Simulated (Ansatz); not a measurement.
# Screening in TiO2 (C2/c)

Wanted: ε∞ of TiO2 (C2/c) from perturbation theory, a sum over states and the RPA step of G0W0, with cost.

Main program and level: Ansatz 0.2.0; linear response on LDA, plane waves, PAW.

**1. The structure**

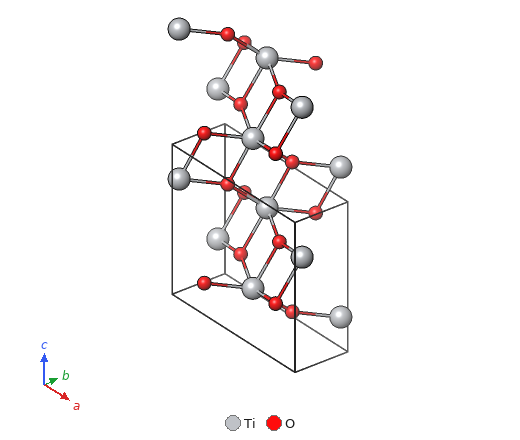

The cell as given, slightly off an axis (titanium light grey, oxygen red). 1×1×2 cells are drawn. This picture shows the conventional cell, with its axes. Some periodic images of atoms are drawn too.

The cell and positions are those that the Materials Project relaxed with its own functionals (PBE, PBE+U or r2SCAN), kept fixed. This is not the form that TiO2 usually takes at ambient conditions.

**2. Response to a homogeneous field**

The response to a uniform field gives ε∞, a yardstick for the screening that GW builds on its mesh.

This step: dielectric response by perturbation theory, LDA, plane waves, PAW; PAW set soft_1.

input.yaml reads:

```yaml
crystal:
  lattice:
    - [2.706034, -2.706655, 0.0]
    - [2.706034, 2.706655, 0.0]
    - [-2.633531, 0.0, 4.796637]
  atoms:
    - { symbol: Ti, position: [0.13411, 0.86589, 0.25] }
    - { symbol: Ti, position: [0.86589, 0.13411, 0.75] }
    - { symbol: O, position: [0.331221, 0.088755, 0.667149] }
    - { symbol: O, position: [0.668779, 0.911245, 0.332851] }
    - { symbol: O, position: [0.911245, 0.668779, 0.832851] }
    - { symbol: O, position: [0.088755, 0.331221, 0.167149] }
kpoints:
  mp_grid: { grid: [6, 6, 4] }
hamiltonian:
  xc: lda
  pseudopotentials: { kind: paw, azcp: { folder: soft_1 }, xc_functional: pbe }
scf:
  occupations: { method: fixed }
dielectric: {}
```

Launch:

```
$ ansatz run input.yaml --threads 3 --pin off --max-ram 92160MiB --backend cuda --events-out ev --progress --plain --runs-dir out --devices 1 --max-vram 13GiB
```

Numbers of over 12 decimals in the logs are rounded to 6 here.

The program printed:

```text
GPUs: using 1 of 1 available (devices: 1).
Engine: ansatz 0.2.0, x86_64-unknown-linux-gnu
Pseudopotentials: kind: paw
Pseudopotential: Ti, paw, valence charge 12, recommended cutoff 420 eV (normal), soft_1/Ti.paw.azcp
Pseudopotential: O, paw, valence charge 6, recommended cutoff 420 eV (normal), soft_1/O.paw.azcp
Functional definition: SPW92
  exchange = slater_x
  correlation = pw_c
device memory: the entry about to start is reckoned to put 2.5 GiB on a device that reports 27.1 GiB free (of which the cap on the GPU budget leaves the run 13.0 GiB)
GPU FFT provider: cuFFT
GPU libraries: cuBLAS 13.8.2, cuFFT 12.4.0, cuSOLVER 12.3.4
Crystal: 6 atoms, lattice volume = 70.264 Å³
Basis set: ecut = 420 eV, 1363 PW (Γ), exchange–correlation on 54×54×80 points (8 copies of the dense FFT grid, shifted against one another)
Bands: 30, of which v1, the nominal top of the filled ones, is band 24 counted from 1 (23 counted from 0)
Symmetry: 4 space group operations
k-points: 76 of 144 (irreducible under 1 space group operation, time reversal used)
Non-local potential: Ti, projectors of the file, l = 0: 3, l = 1: 2, l = 2: 3, l = 3: 1
Non-local potential: O, projectors of the file, l = 0: 2, l = 1: 2, l = 2: 1
PAW form: soft (Blöchl's): semilocal exchange-correlation on the pseudo side does not see the compensation charge
PAW frozen core: Ti, regenerated for the run's functional, and the local potential with it (the file was generated under x = pbe(κ = 0.804, μ = 0.219515), c = pbe(β = 0.066725))
PAW frozen core: O, regenerated for the run's functional, and the local potential with it (the file was generated under x = pbe(κ = 0.804, μ = 0.219515), c = pbe(β = 0.066725))
PAW one-centre angular grid: Ti, 590 points (default); XC on 64 Gauss nodes
PAW one-centre angular grid: O, 110 points (default); XC on 64 Gauss nodes
Initial density: superposition of atomic densities (chi_scale 0.1, normalization cell, long waves kept (reshape's long-wave potential 0.00 eV rms))
Initial wavefunctions: pseudopotential atomic-orbital guess
GPU buffer pool allocated for 29160 grid points (all kernels)
GPU transforms: local potential and band sums: pruned to the plane-wave sphere, on 25×25×40
Functional: x = slater, c = lda
SCF iter   1: F=—  HF=-7130.694480 eV  |F-HF|=—  |Δ(HF+E_count)|=         —  Δρ=4.87e-2  dr2=1.80e0  ethr=3.10e-3  ⟨swp⟩=4.2  Hψ=7586  notcnv=0  defer=170
preconditioner: auto → Resta (q_TF=auto, 2.560 Å⁻¹)  ε∞=8.1  [insulator: Δε(μ)=2.011 eV  Ē_g=9.408 eV  n_scr=18 (ndim 8)  ℏωp=25.1 eV  f_vac=0.000  ε∞_Penn≈8.1]
SCF iter   2: F=—  HF=-7130.489262 eV  |F-HF|=—  |Δ(HF+E_count)|=   2.05e-1  Δρ=2.99e-2  dr2=6.72e-1  ethr=3.10e-3  ⟨swp⟩=2.0  Hψ=3161  notcnv=0  defer=197
SCF iter   3: F=—  HF=-7130.406646 eV  |F-HF|=—  |Δ(HF+E_count)|=   8.26e-2  Δρ=2.65e-2  dr2=5.27e-1  ethr=1.40e-3  ⟨swp⟩=2.0  Hψ=3339  notcnv=0  defer=161
SCF iter   4: F=—  HF=-7130.299474 eV  |F-HF|=—  |Δ(HF+E_count)|=   1.07e-1  Δρ=5.13e-3  dr2=1.92e-2  ethr=1.10e-3  ⟨swp⟩=2.8  Hψ=4271  notcnv=0  defer=156
SCF iter   5: F=—  HF=-7130.302026 eV  |F-HF|=—  |Δ(HF+E_count)|=   2.55e-3  Δρ=1.76e-3  dr2=2.58e-3  ethr=4.00e-5  ⟨swp⟩=1.6  Hψ=2221  notcnv=0  defer=235
SCF iter   6: F=—  HF=-7130.302439 eV  |F-HF|=—  |Δ(HF+E_count)|=   4.13e-4  Δρ=3.57e-4  dr2=6.75e-5  ethr=5.37e-6  ⟨swp⟩=2.0  Hψ=3187  notcnv=0  defer=304
SCF iter   7: F=—  HF=-7130.302261 eV  |F-HF|=—  |Δ(HF+E_count)|=   1.78e-4  Δρ=5.51e-5  dr2=2.00e-6  ethr=1.41e-7  ⟨swp⟩=2.0  Hψ=3109  notcnv=0  defer=152
SCF iter   8: F=—  HF=-7130.302440 eV  |F-HF|=—  |Δ(HF+E_count)|=   1.78e-4  Δρ=1.28e-5  dr2=1.22e-7  ethr=4.16e-9  ⟨swp⟩=2.6  Hψ=4145  notcnv=0  defer=152
SCF iter   9: F=—  HF=-7130.302440 eV  |F-HF|=—  |Δ(HF+E_count)|=   1.53e-8  Δρ=3.16e-6  dr2=6.12e-9  ethr=2.53e-10  ⟨swp⟩=2.1  Hψ=2976  notcnv=0  defer=152
SCF iter  10: F=—  HF=-7130.302440 eV  |F-HF|=—  |Δ(HF+E_count)|=   1.89e-9  Δρ=9.54e-7  dr2=5.88e-10  ethr=1.27e-11  ⟨swp⟩=2.0  Hψ=3091  notcnv=0  defer=152
SCF iter  11: F=-7130.302440 eV  HF=-7130.302440 eV  |F-HF|=1.82e-11  |Δ(HF+E_count)|=  1.09e-11  Δρ=2.05e-7  dr2=2.81e-11  ethr=1.00e-12  ⟨swp⟩=7.8  Hψ=6626  notcnv=0
SCF 1 converged in 11 iterations: F = -7130.302440 eV  dr2 = 2.81e-11
  greatest PAW one-centre occupation: 0.998 electrons in one spin orbital (limit 2), on the Ti atom at site 1 (counted from 0), in its partial waves of l = 0
the response reads at least the filled bands of the reference SCF and the lowest empty band at each k-point, and that SCF's band table does not vouch for those bands. The notice of the band table in this run's record says why
device memory: the entry about to start is reckoned to put 0.4 GiB on a device that reports 39.3 GiB free (of which the cap on the GPU budget leaves the run 13.0 GiB)
NSCF: frozen V_eff on 1 k-points
device memory: the entry about to start is reckoned to put 0.4 GiB on a device that reports 39.3 GiB free (of which the cap on the GPU budget leaves the run 13.0 GiB)
NSCF: frozen V_eff on 1 k-points
device memory: the entry about to start is reckoned to put 0.4 GiB on a device that reports 39.3 GiB free (of which the cap on the GPU budget leaves the run 13.0 GiB)
NSCF: frozen V_eff on 1 k-points
device memory: the entry about to start is reckoned to put 0.4 GiB on a device that reports 39.3 GiB free (of which the cap on the GPU budget leaves the run 13.0 GiB)
NSCF: frozen V_eff on 1 k-points
device memory: the entry about to start is reckoned to put 0.1 GiB on a device that reports 39.3 GiB free (of which the cap on the GPU budget leaves the run 13.0 GiB)
device memory: the entry about to start is reckoned to put 1.5 GiB on a device that reports 39.3 GiB free (of which the cap on the GPU budget leaves the run 12.9 GiB)
DFPT response loops at Γ: preconditioner auto → Resta (q_TF=auto, 2.560 Å⁻¹)  ε∞=5.5 (no band partly filled); β = 1.00, the filter's whole step (`scf.mixing.beta` (0.50) is not read by the response loops at its default; to damp them type it under 1.00, their step now; it binds the ground state too); Broyden in place of MSR1
── the response to a field inside a basis, on 6×6×4 k-points: an SCF that follows is theirs, and a resumed run solves both again ──
device memory: the entry about to start is reckoned to put 0.2 GiB on a device that reports 25.5 GiB free (of which the cap on the GPU budget leaves the run 12.9 GiB)
GPU FFT provider: cuFFT
GPU libraries: cuBLAS 13.8.2, cuFFT 12.4.0, cuSOLVER 12.3.4
Bands: 25, of which v1, the nominal top of the filled ones, is band 24 counted from 1 (23 counted from 0)
k-points: 42 of 144
Initial density: handed on by an earlier stage of this run
Initial wavefunctions: pseudopotential atomic-orbital guess (no wavefunctions were taken with the density)
GPU buffer pool allocated for 29160 grid points (all kernels)
GPU transforms: band sums: pruned to the plane-wave sphere, on 25×25×40
Eigensolver: Dense (42 Hₖ)
SCF iter   1: F=—  HF=-7130.292756 eV  |F-HF|=—  |Δ(HF+E_count)|=         —  Δρ=4.21e-4  dr2=2.71e-5  ethr=1.00e-1
preconditioner: auto → Resta (q_TF=auto, 2.560 Å⁻¹)  ε∞=9.3  [insulator: Δε(μ)=2.251 eV  Ē_g=8.688 eV  n_scr=18 (ndim 8)  ℏωp=25.1 eV  f_vac=0.096  ε∞_Penn≈9.3]
SCF iter   2: F=—  HF=-7130.292749 eV  |F-HF|=—  |Δ(HF+E_count)|=   6.21e-6  Δρ=1.89e-4  dr2=1.34e-5  ethr=5.64e-8
SCF iter   3: F=—  HF=-7130.292748 eV  |F-HF|=—  |Δ(HF+E_count)|=   1.67e-6  Δρ=1.07e-4  dr2=2.26e-6  ethr=2.78e-8
SCF iter   4: F=—  HF=-7130.292747 eV  |F-HF|=—  |Δ(HF+E_count)|=   4.44e-7  Δρ=1.44e-5  dr2=1.09e-7  ethr=4.71e-9
SCF iter   5: F=-7130.292747 eV  HF=-7130.292747 eV  |F-HF|=4.02e-9  |Δ(HF+E_count)|=   1.34e-8  Δρ=3.52e-6  dr2=1.26e-8  ethr=2.28e-10
SCF 1 converged in 5 iterations: F = -7130.292747 eV  dr2 = 1.26e-8
device memory: the entry about to start is reckoned to put 0.1 GiB on a device that reports 25.3 GiB free (of which the cap on the GPU budget leaves the run 12.9 GiB)
device memory: the entry about to start is reckoned to put 1.5 GiB on a device that reports 25.3 GiB free (of which the cap on the GPU budget leaves the run 12.9 GiB)
DFPT response loops at Γ: preconditioner auto → Resta (q_TF=auto, 2.560 Å⁻¹)  ε∞=5.2 (no band partly filled); β = 1.00, the filter's whole step (`scf.mixing.beta` (0.50) is not read by the response loops at its default; to damp them type it under 1.00, their step now; it binds the ground state too); Broyden in place of MSR1
SCF converged after 11 iterations
Free energy (F): -7130.302440 eV
Harris-Foulkes:  -7130.302440 eV  (|F-HF|=1.82e-11)
Internal energy: -7130.302440 eV  (E = F + TS)
E sigma→0 (E₀):  -7130.302440 eV
Fermi energy:    6.464604 eV
--- Per-component energies (eV) ---
  E_band       = -488.110241
  E_kinetic    = 1221.610050
  E_local      = -3724.513605  (includes V_loc(G=0)·N_el)
  E_nonlocal   = 338.667338
  E_hartree    = 1422.300527
  E_xc         = -511.151162
  E_vxc        = -651.217828  (∫ρ·V_xc dr)
  E_paw        = -2588.184524  (= ΣΔE_a)
  E_vpaw       = -517.260166  (= ΣTr[D̂ρ^β])
  E_aug_tail   = 0.003011  (compensation charges beyond the density's cutoff)
  E_ewald      = -3290.073663
  E_core_change = 1.039587  (= ΣΔE_core)
  E_smearing   = -0.000000  (= −TS)
  E_closure    = 0.000000  (closes the sum)
  Σ components = -7130.302440   (vs F -7130.302440, Δ=0.00e0)
--- Band table (eV; the first three rows and the last of 76) ---
  k-point 0: bands = [... 20 lower, 5.6973, 5.7496, 6.0235, 6.0293, 8.4414, 9.1774, 10.2169, 10.2253, ... 2 higher]
  k-point 1: bands = [... 20 lower, 5.4068, 5.4252, 6.2354, 6.2378, 8.5424, 9.0623, 10.0838, 10.0956, ... 2 higher]
  k-point 2: bands = [... 20 lower, 5.2155, 5.2155, 6.3398, 6.3398, 8.7955, 8.7955, 10.0448, 10.0448, ... 2 higher]
  k-point 75: bands = [... 20 lower, 4.4238, 4.4238, 6.4438, 6.4438, 9.6538, 9.6538, 10.1227, 10.1227, ... 2 higher]
--- Dielectric response (ions clamped): 3 representative field directions + reference, inside a basis on a mesh of 144 k-points (Σ response iterations 21) ---
  ε∞ (high-frequency dielectric tensor):
        7.035414     0.000000     0.347909
        0.000000     6.996095     0.000000
        0.347909     0.000000     6.466788
  Born effective charges Z* (e; rows j = field, columns β = displacement):
    site 0:
         6.57644    0.00000    0.38355
         0.00000    6.52957   -0.00000
         0.37412    0.00000    5.76472
    site 1:
         6.57644    0.00000    0.38355
         0.00000    6.52957   -0.00000
         0.37412    0.00000    5.76472
    site 2:
        -3.28822    2.15504   -0.19177
         2.14655   -3.26478    0.04360
        -0.18706    0.05483   -2.88236
    site 3:
        -3.28822    2.15504   -0.19177
         2.14655   -3.26478    0.04360
        -0.18706    0.05483   -2.88236
    site 4:
        -3.28822   -2.15504   -0.19177
        -2.14655   -3.26478   -0.04360
        -0.18706   -0.05483   -2.88236
    site 5:
        -3.28822   -2.15504   -0.19177
        -2.14655   -3.26478   -0.04360
        -0.18706   -0.05483   -2.88236
  Z* charge neutrality: 2.589e-3 e pre-enforcement
  solved inside a basis spanned on kpoints, on 6×6×4 k-points, its susceptibility summed on 12×12×8: ε∞ is read to err by 2.1e-2, Z* by 2.5e-2 e (field_mesh: kpoints solves on kpoints); Z* is corrected for what the basis lacks
```

Elapsed: 49 s, on 1 × NVIDIA H100 80GB HBM3 (shared by 6 runs) with 3 threads of AMD EPYC 7R13 (Zen 3), shared host; peak memory 1.6 GiB; 98 s of CPU time.

Reading the cycles: dr2 is the Hartree energy of the density residual (eV), the measure of convergence; HF is the Harris–Foulkes estimate of the energy, which meets the free energy F at convergence.

This step gave:

* stated error of ε∞: 0.021

One over ε∞ averages 0.15, under the quarter of exact exchange in PBE0, which by this rule of thumb may open the gap too far.

High-frequency dielectric tensor:

```
7.04 0.00 0.35
0.00 7.00 0.00
0.35 0.00 6.47
```

Born effective charge (e), principal values of the symmetric part by kind of site:

| atom | atoms with these values | low | middle | high | mean |
| --- | --- | --- | --- | --- | --- |
| Ti1 | 2 | 5.62 | 6.53 | 6.73 | 6.29 |
| O3 | 4 | -5.44 | -2.88 | -1.12 | -3.15 |

In full for O3:

```
-3.29  2.16 -0.19
 2.15 -3.26  0.04
-0.19  0.05 -2.88
```

**3. Independent-particle spectrum**

The independent-particle spectrum shows where the oscillator strength lies, before excitons and local fields.

This step: independent-particle optics on LDA, plane waves, PAW; PAW set soft_1.

input.yaml: that of step 2 with these lines changed.

```diff
@@ -13,3 +13,3 @@
 kpoints:
-  mp_grid: { grid: [6, 6, 4] }
+  mp_grid: { grid: [6, 6, 6] }
 hamiltonian:
@@ -19,2 +19,4 @@
   occupations: { method: fixed }
-dielectric: {}
+  n_extra_bands: 48
+output:
+  optics: { e_range: [0, 25], de: 0.1, sigma: 0.2 }
```

The program printed:

```text
[...]
GPUs: using 1 of 1 available (devices: 1).
[...]
GPU FFT provider: cuFFT
GPU libraries: cuBLAS 13.8.2, cuFFT 12.4.0, cuSOLVER 12.3.4
Crystal: 6 atoms, lattice volume = 70.264 Å³
Basis set: ecut = 420 eV, 1363 PW (Γ)
Bands: 72, of which v1, the nominal top of the filled ones, is band 24 counted from 1 (23 counted from 0)
Symmetry: 4 space group operations
[...]
k-points: 68 of 216
[...]
GPU buffer pool allocated for 29160 grid points (all kernels)
[...]
SCF iter   1: F=—  HF=-7130.694660 eV  |F-HF|=—  |Δ(HF+E_count)|=         —  Δρ=4.88e-2  dr2=1.80e0  ethr=3.10e-3  ⟨swp⟩=4.0  Hψ=16227  notcnv=0  defer=3037
[...]
SCF iter  11: F=-7130.302444 eV  HF=-7130.302444 eV  |F-HF|=9.09e-13  |Δ(HF+E_count)|=    0.00e0  Δρ=2.50e-8  dr2=3.01e-13  ethr=1.00e-12  ⟨swp⟩=11.1  Hψ=31921  notcnv=0
SCF 1 converged in 11 iterations: F = -7130.302444 eV  dr2 = 3.01e-13
[...]
Optics k sum: 0 of 68 k-points
Optics k sum: 4 of 68 k-points
[...]
Optics k sum: 68 of 68 k-points
[...]
SCF converged after 11 iterations
Free energy (F): -7130.302444 eV
[...]
Internal energy: -7130.302444 eV  (E = F + TS)
E sigma→0 (E₀):  -7130.302444 eV
Fermi energy:    6.464601 eV
[...]
--- Band table (eV; the first three rows and the last of 68) ---
  k-point 0: bands = [... 20 lower, 5.6973, 5.7496, 6.0235, 6.0293, 8.4414, 9.1774, 10.2169, 10.2253, ... 44 higher]
  k-point 1: bands = [... 20 lower, 5.5268, 5.5657, 6.1566, 6.1599, 8.4874, 9.1244, 10.1243, 10.1369, ... 44 higher]
  k-point 2: bands = [... 20 lower, 5.3049, 5.3144, 6.2934, 6.2952, 8.6152, 8.9826, 10.0584, 10.0675, ... 44 higher]
  k-point 67: bands = [... 20 lower, 4.4238, 4.4238, 6.4438, 6.4438, 9.6538, 9.6538, 10.1227, 10.1227, ... 44 higher]
```

The job ended after 2.3 min (1 × NVIDIA H100 80GB HBM3 (shared by 6 runs) with 3 threads; peak memory 2 GiB).

This step gave:

- ε∞ without local fields (xx, yy, zz): 7.269, 7.240, 6.885
- electrons in the f-sum (xx, yy, zz): 30.45, 30.45, 30.64
- bands in the explicit sum (the static value is completed to all bands): 72

The sum gives ε∞ = 7.27, 7.24 and 6.89 without local fields.

The ε₂ has structure finer than the step of the table below, so its rows give means over 2 eV, whole bins alone (the curve runs from 0 to 25 eV). Peaks (eV: height): xx 3.7: 10.7, 6.7: 7.52; yy 3.7: 10.7, 6.7: 7.52; zz 3.2: 9.94, 4.0: 9.75, 7.1: 13.8, 8.7: 5.95.

Independent particles, no local fields, Gaussian width 0.2 eV. The ε₂ by photon energy; means over each step:

| photon energy (eV) | xx | yy | zz |
| --- | --- | --- | --- |
| 2 | 1.11 | 1.08 | 0.350 |
| 4 | 8.81 | 8.74 | 7.15 |
| 6 | 5.53 | 5.55 | 5.59 |
| 8 | 4.01 | 4.02 | 7.36 |
| 10 | 1.65 | 1.65 | 1.44 |
| 12 | 1.12 | 1.11 | 0.571 |
| 14 | 1.06 | 1.07 | 1.21 |
| 16 | 1.17 | 1.17 | 0.984 |
| 18 | 1.12 | 1.12 | 1.06 |
| 20 | 1.38 | 1.38 | 1.09 |
| 22 | 1.08 | 1.08 | 1.24 |
| 24 | 1.05 | 1.05 | 0.896 |

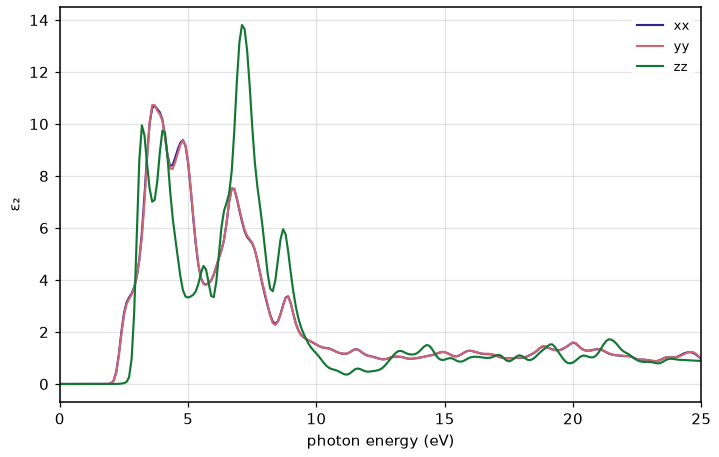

ε₂ against photon energy.

[end of part 1 of 2]

[Paths, hosts, dates, memory and timing lines, banners, echoed tables and standing remarks are left out of the program output.]

[Logs are printed without paths, hosts, clocks, repeated set-up lines and the standing remarks that a program may print on its own settings, such as how far it seeks lower states.]

[Runs of the session that timed out or met a known fault of the program may be left out.]

[Cells called generated may have been cut or substituted from an entry of the Crystallography Open Database or the Materials Project.]

[Hosts, paths, dates, database ids (printed as entryN), source tags and the programs' standing remarks are cut or masked in the printed files.]
